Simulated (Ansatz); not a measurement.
System: La3YO2.

The calculation's input:

```
crystal:
  lattice:
    - [4.944904246, 0.0, 0.0]
    - [0.0, 4.944904246, 0.0]
    - [0.0, 0.0, 5.4851893173]
  atoms:
    - { symbol: La, position: [0.5, 0.0, 0.0] }
    - { symbol: La, position: [0.0, 0.5, 0.0] }
    - { symbol: La, position: [0.5, 0.5, 0.5] }
    - { symbol: "Y", position: [0.0, 0.0, 0.5] }
    - { symbol: O, position: [0.5, 0.0, 0.5] }
    - { symbol: O, position: [0.0, 0.5, 0.5] }
basis:
  ecutwfc: 420
kpoints:
  mp_grid: { grid: [6, 6, 6] }
  band_path:
    path:
      - [[0.0, 0.0, 0.0], [0.0, 0.5, 0.0], [0.5, 0.5, 0.0], [0.0, 0.0, 0.0], [0.0, 0.0, 0.5], [0.0, 0.5, 0.5], [0.5, 0.5, 0.5], [0.0, 0.0, 0.5]]
      - [[0.0, 0.5, 0.0], [0.0, 0.5, 0.5]]
      - [[0.5, 0.5, 0.0], [0.5, 0.5, 0.5]]
    npoints: 14
hamiltonian:
  xc: pbe
scf:
  occupations: { method: gaussian, width: 0.1 }
  n_extra_bands: 15
output:
  forces: true
  stress: true
  eigenvalues: true
  populations: true
  dos: { projected: true, de: 0.02, nscf_kmesh: { grid: [8, 8, 8] } }
  bader: true
  write_density: true
  write_potential: true
  elf: true
  volumetric_format: npy
```

Command:

```sh
ansatz run input.yaml --threads 1 --pin off --max-ram 2560MiB --backend cpu --events-out ev --progress --plain --runs-dir out
```

Below, planes, directions and counts refer to the conventional cell (a = 4.94 Å, b = 4.94 Å, c = 5.49 Å, α = 90.00°, β = 90.00°, γ = 90.00°).

Space group P4/mmm; a generated structure, not necessarily the stable one.

These are results of DFT PBE, scalar-relativistic, plane waves, PAW (Ansatz), not measurements.

Q: What can the converged valence pseudo-density and electron localisation function tell about the bonding?

A: La–O (2.47 Å): the density is about 0.4 e/Å³ at the midpoint; the ELF is about 0.20 at the midpoint (no localised pair shows between them).
Y–O (2.47 Å): the density is about 0.27 e/Å³ at the midpoint; the ELF peaks at about 0.80 in the valence shell of O, 0.6 Å from its nucleus, and drops to about 0.10 between the two atoms; no localised pair shows between them.
Bader's partition of the density gives La +0.30 to +1.11, Y +1.19 and O −1.45 e.

Q: Which way does charge flow, and how much by Bader's partition?

A: Electrons move from La and Y towards O. Bader charges: La +0.30 to +1.11, Y +1.19 and O −1.45 e.

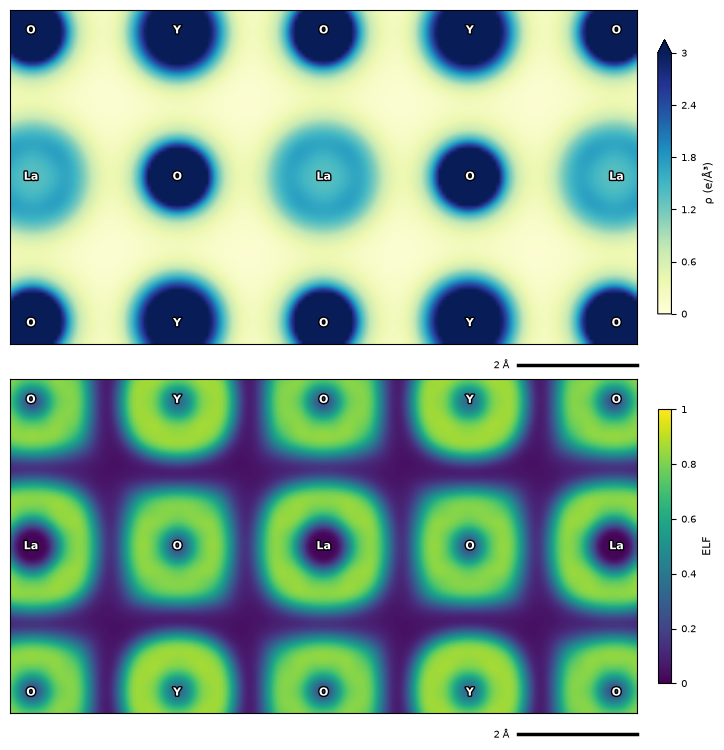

Computed valence pseudo-density and electron localisation function on the (001) plane of the conventional cell, in this order. 

The density is the valence pseudo-density of a PAW calculation; it isn't the true density close to the nuclei.
